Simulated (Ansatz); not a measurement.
**AlPN (sextet): correlated methods under varied settings**

What do other methods and options give for AlPN (sextet) at this geometry, and how long do they take?

The runs use Ansatz 0.2.0, Gaussian basis; the settings change from run to run.

41 further runs of the same task are left out: 16 for a known fault of the program, 14 that didn't finish, 11 set aside as unsound or not needed. Runs told in other sessions of the task aren't counted.

### 1 What is computed

The geometry is a PBE0/def2-TZVP stationary point (not a proven minimum) of the parent state, kept for this charge and spin.

3 atoms, charge 0, spin multiplicity 6.

Atoms are counted from 1 here; the program's logs count them from 0.

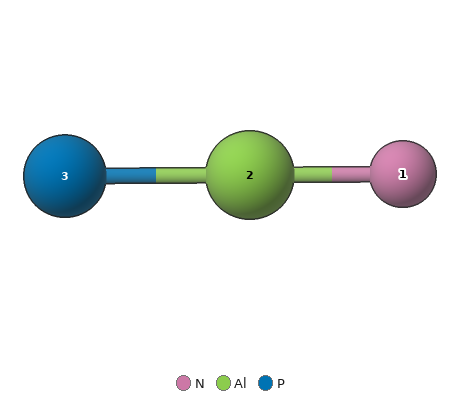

The structure; nitrogen pink, aluminium green, phosphorus blue; atoms are numbered from 1 in the order of the file.

Coordinates:

```xyz
3
AlNP
N     0.00000    0.00000   -1.94300
Al    0.00000    0.00000   -0.12620
P     0.00000    0.00000    2.06920
```

### 2 HF (ROHF)/cc-pVDZ

File in.yaml:

```yaml
crystal:
  periodic: [false, false, false]
  atoms:
    - {symbol: N, position_ang: [0.000000, 0.000000, -1.943000]}
    - {symbol: Al, position_ang: [0.000000, 0.000000, -0.126200]}
    - {symbol: P, position_ang: [0.000000, 0.000000, 2.069200]}
basis:
  gaussian: {orbitals: cc-pVDZ}
magnetization: {spin_polarized: false, initial_magnetization: 5}
hamiltonian: {xc: hf}
output: {orbitals: {seedname: orbitals}}
```

On the command line:

```sh
ansatz run in.yaml --threads 1 --pin off --events-out ev --progress --plain --max-ram 2393MiB
```

The log of the run:

```text
Functional definition: HF
  name "HF"
  cite "Fock, Z. Phys. 61, 126 (1930) doi:10.1007/BF01340294"
  parent pbe
  exchange = exact_x
  correlation = 0
510 factors; integrals over basis functions are off by at most 6.3e-4 eV
mean field evaluation 1: about -17326.2670 eV, gradient 2.3e1 eV
mean field evaluation 2: about -17326.2722 eV, gradient 2.3e1 eV
mean field evaluation 4: about -17329.2321 eV, gradient 1.0e1 eV
mean field evaluation 8: about -17330.8268 eV, gradient 5.3e-1 eV
mean field evaluation 16: about -17330.9371 eV, gradient 8.7e-1 eV
mean field evaluation 32: about -17332.0117 eV, gradient 2.3e-5 eV
mean field evaluation 64: about -17332.0115 eV, gradient 1.5e-2 eV
mean field evaluation 96: about -17330.8659 eV, gradient 1.5e0 eV
mean field evaluation 128: about -17331.8635 eV, gradient 1.5e0 eV
mean field evaluation 160: about -17327.9753 eV, gradient 7.7e0 eV
mean field evaluation 192: about -17331.3219 eV, gradient 8.9e-1 eV
mean field evaluation 224: about -17330.0525 eV, gradient 4.9e0 eV
mean field evaluation 256: about -17322.9739 eV, gradient 9.5e0 eV
mean field -17332.01169007 eV, -636.9396815505 hartree, gradient 5.1e-7 eV, S^2 8.750000; 9 other end points of the search recorded, 0 dependent functions left out
reference -17332.01169007 eV, -636.9396815505 hartree; 20, 15 occupied and 30, 35 virtual orbitals, 510 factors
Total energy: -17332.01169007 eV, -636.9396815505 hartree
```

Run time: 2.6 s. Hardware: 1 thread of Arm Neoverse V1, shared host.

### 3 CCSD(T)/6-31G

File in.yaml:

```yaml
crystal:
  periodic: [false, false, false]
  atoms:
    - {symbol: N, position_ang: [0.000000, 0.000000, -1.943000]}
    - {symbol: Al, position_ang: [0.000000, 0.000000, -0.126200]}
    - {symbol: P, position_ang: [0.000000, 0.000000, 2.069200]}
basis:
  gaussian: {orbitals: 6-31G}
magnetization: {spin_polarized: true, initial_magnetization: 5}
hamiltonian: {xc: {name: r2SCAN}}
correlation: {method: ccsd_t, electrons: valence}
scf: {lower_state_search: off}
```

Same command.

The log of the run, shortened:

```text
Functional definition: r2SCAN
  name "r2SCAN"
  cite "Furness, Kaplan, Ning, Perdew & Sun, J. Phys. Chem. Lett. 11, 8208 (2020) doi:10.1021/acs.jpclett.0c02405"
  cite "Furness, Kaplan, Ning, Perdew & Sun, J. Phys. Chem. Lett. 11, 9248 (2020) doi:10.1021/acs.jpclett.0c03077"
  parent r2scan
[...]
410 factors; integrals over basis functions are off by at most 9.4e-5 eV
[...]
mean field -17364.13410374 eV, -638.1201584796 hartree, gradient 1.9e-6 eV, S^2 8.758329; 0 other end points of the search recorded, 0 dependent functions left out
11 core orbitals not correlated: weight in the atoms' cores, before any rotation towards them, 1.000 or more for the frozen orbitals, at most 0.000 for the correlated occupied ones
reference -17329.47804635 eV, -636.8465718612 hartree; 9, 4 occupied and 15, 20 virtual orbitals, 410 factors
second order -3.06716181 eV of doubles, -0.22312820 eV of singles
cycle   1  -3.53101317 eV  change   -2.5e-1 eV  update   8.3e-2
[...]
cycle  13  -3.79671045 eV  change   -7.5e-6 eV  update   6.9e-6
perturbative correction -0.11858818 eV, -0.0043580352 hartree
Total energy: -17333.39334498 eV, -636.9904564321 hartree
Checks for a lower state left out: stability, starts, cluster_reference, orbital_swaps, neighbouring_geometries, increment
```

Run time: 2.1 s. Hardware: 1 thread of Arm Neoverse V1, shared host.

From the report: ⟨S²⟩ of the determinant 8.758 (pure sextet: 8.75); correlation -3.9153 eV; T1 0.018; largest double amplitude 0.07. The orbitals are Kohn-Sham ones, so correlation energy and T1 don't compare with those on Hartree-Fock orbitals.

### 4 HF (ROHF)/cc-pVDZ

File in.yaml:

```yaml
crystal:
  periodic: [false, false, false]
  atoms:
    - {symbol: N, position_ang: [0.000000, 0.000000, -1.943000]}
    - {symbol: Al, position_ang: [0.000000, 0.000000, -0.126200]}
    - {symbol: P, position_ang: [0.000000, 0.000000, 2.069200]}
basis:
  gaussian: {orbitals: cc-pVDZ}
magnetization: {spin_polarized: false, initial_magnetization: 5}
hamiltonian: {xc: hf}
accuracy: high
output: {orbitals: {seedname: orbitals}}
```

The command is unchanged.

The log of the run, shortened:

```text
Functional definition: HF
  name "HF"
  cite "Fock, Z. Phys. 61, 126 (1930) doi:10.1007/BF01340294"
  parent pbe
[...]
989 factors; integrals over basis functions are off by at most 3.8e-9 eV
[...]
mean field -17332.01178625 eV, -636.9396850852 hartree, gradient 1.2e-8 eV, S^2 8.750000; 9 other end points of the search recorded, 0 dependent functions left out
reference -17332.01178625 eV, -636.9396850852 hartree; 20, 15 occupied and 30, 35 virtual orbitals, 989 factors
Total energy: -17332.01178625 eV, -636.9396850852 hartree
```

Run time: 4 s. Hardware: 1 thread of Arm Neoverse V1, shared host.

### 5 CASSCF(5,8)/cc-pVDZ

Changes to in.yaml since step 4:

```diff
@@ -9,4 +9,4 @@
 magnetization: {spin_polarized: false, initial_magnetization: 5}
-hamiltonian: {xc: hf}
+correlation: {active_space: {window: {electrons: 5, orbitals: 8}}}
 accuracy: high
-output: {orbitals: {seedname: orbitals}}
+output: {forces: true}
```

The command is unchanged.

The log of the run, shortened:

```text
Functional definition: HF
  name "HF"
  cite "Fock, Z. Phys. 61, 126 (1930) doi:10.1007/BF01340294"
  parent pbe
[...]
989 factors; integrals over basis functions are off by at most 3.8e-9 eV
[...]
mean field -17332.01178625 eV, -636.9396850852 hartree, gradient 4.1e-8 eV, S^2 8.750000; 20 other end points of the search recorded, 0 dependent functions left out
reference -17332.01178625 eV, -636.9396850852 hartree; 20, 15 occupied and 30, 35 virtual orbitals, 989 factors
state -17332.26406695 eV, -636.9489562300 hartree
[...]
Total energy: -17332.26406695 eV, -636.9489562300 hartree
Atom 0 at     0.000000     0.000000    -1.943000 Å, force     0.000000     0.000000    -2.590334 eV/Å
Atom 1 at     0.000000     0.000000    -0.126200 Å, force    -0.000000    -0.000000    -0.689765 eV/Å
Atom 2 at     0.000000     0.000000     2.069200 Å, force     0.000000     0.000000     3.280099 eV/Å
Dipole moment:     0.000000     0.000000     0.215105 e Å
```

It took 15 s on 1 thread of Arm Neoverse V1, shared host.

From the report: 56 determinants; active occupations 1.00, 1.00, 1.00, 0.99, 0.99, 0.01, 0.01, 0.00.

### 6 MRCISD+Q(relaxed)(7,7)/6-31G

Changes to in.yaml since step 5:

```diff
@@ -7,6 +7,5 @@
 basis:
-  gaussian: {orbitals: cc-pVDZ}
+  gaussian: {orbitals: 6-31G}
 magnetization: {spin_polarized: false, initial_magnetization: 5}
-correlation: {active_space: {window: {electrons: 5, orbitals: 8}}}
+correlation: {method: fic_mrcisd_q_relaxed, electrons: valence, active_space: {window: {electrons: 7, orbitals: 7}}}
 accuracy: high
-output: {forces: true}
```

The command is unchanged.

The log of the run, shortened:

```text
Functional definition: HF
  name "HF"
  cite "Fock, Z. Phys. 61, 126 (1930) doi:10.1007/BF01340294"
  parent pbe
[...]
741 factors; integrals over basis functions are off by at most 3.4e-9 eV
[...]
mean field -17329.64599628 eV, -636.8527439073 hartree, gradient 1.0e-8 eV, S^2 8.750000; 19 other end points of the search recorded, 0 dependent functions left out
reference -17329.64599628 eV, -636.8527439073 hartree; 20, 15 occupied and 15, 20 virtual orbitals, 741 factors
state -17330.09662024 eV, -636.8693040325 hartree
contracted CI cycle   1: correlation 0.00000000 eV, 0.0000000000 hartree, residual 1.22e1 eV
contracted CI cycle   2: correlation -2.82497574 eV, -0.1038159435 hartree, residual 2.77e0 eV
contracted CI cycle   3: correlation -2.99185036 eV, -0.1099484726 hartree, residual 1.12e0 eV
contracted CI cycle   4: correlation -3.02611170 eV, -0.1112075537 hartree, residual 5.29e-1 eV
[...]
contracted CI cycle  12: correlation -3.27925948 eV, -0.1205105631 hartree, residual 5.93e-4 eV
contracted CI cycle  13: correlation -3.27925949 eV, -0.1205105635 hartree, residual 2.72e-4 eV
contracted CI cycle  14: correlation -3.27925949 eV, -0.1205105636 hartree, residual 1.23e-4 eV
contracted CI cycle  15: correlation -3.27925949 eV, -0.1205105636 hartree, residual 5.35e-5 eV
contracted CI cycle  16: correlation -3.27925949 eV, -0.1205105636 hartree, residual 2.17e-5 eV
contracted CI cycle  17: correlation -3.27925949 eV, -0.1205105636 hartree, residual 9.36e-6 eV
contracted CI cycle  18: correlation -3.27925949 eV, -0.1205105636 hartree, residual 4.34e-6 eV
state -17329.89495268 eV, -636.8618928865 hartree; corrected -17333.45358937 eV, -636.9926703724 hartree
state -17329.89495268 eV, -636.8618928865 hartree; corrected -17333.45358937 eV, -636.9926703724 hartree
WARN: the results are in doubt because another end's mean lies 0.202 eV lower, and its corrected mean 0.025 eV higher
Total energy: -17333.45358937 eV, -636.9926703724 hartree
In doubt: another end's mean lies 0.202 eV lower, and its corrected mean 0.025 eV higher
```

Run time: 14 s. Hardware: 1 thread of Arm Neoverse V1, shared host.

From the report: 12 determinants; active occupations 1.97, 1.01, 1.00, 1.00, 1.00, 0.99, 0.04. Mind the lines of doubt at the end of the log.

### 7 The runs in one table

Where basis and cores are those of an earlier UCCSDT(Q)/cc-pVDZ run (-17339.5633 eV), and the records show the same count of frozen orbitals and kind of state, the miss against it is given; a blank cell means that this couldn't be shown. † marks a result that the program doubts.

| level | correlated | functions | energy (eV) | from UCCSDT(Q) (meV) | time |
| --- | --- | --- | --- | --- | --- |
| HF (ROHF)/cc-pVDZ |  | 50 | -17332.0117 | 7551.6 | 2.6 s |
| CCSD(T)/6-31G (on r2SCAN orbitals) | valence | 35 | -17333.3933 |  | 2.1 s |
| HF (ROHF)/cc-pVDZ |  | 50 | -17332.0118 | 7551.5 | 4 s |
| CASSCF(5,8)/cc-pVDZ |  | 50 | -17332.2641 | 7299.2 | 15 s |
| MRCISD+Q(relaxed)(7,7)/6-31G † | valence | 35 | -17333.4536 |  | 14 s |

### 8 Outcome

```
quantity                                      value
    runs                                          5
quickest  CCSD(T)/6-31G (on r2SCAN orbitals), 2.1 s
 slowest                  CASSCF(5,8)/cc-pVDZ, 15 s
```

What this shows: Total energies in different bases, with other cores or another treatment of relativity can't be set against each other. CASSCF(5,8)/cc-pVDZ took 7 times as long as CCSD(T)/6-31G (on r2SCAN orbitals); the jobs differ in more than the method. Hartree-Fock, CASSCF and CASCI lack dynamic correlation by design.
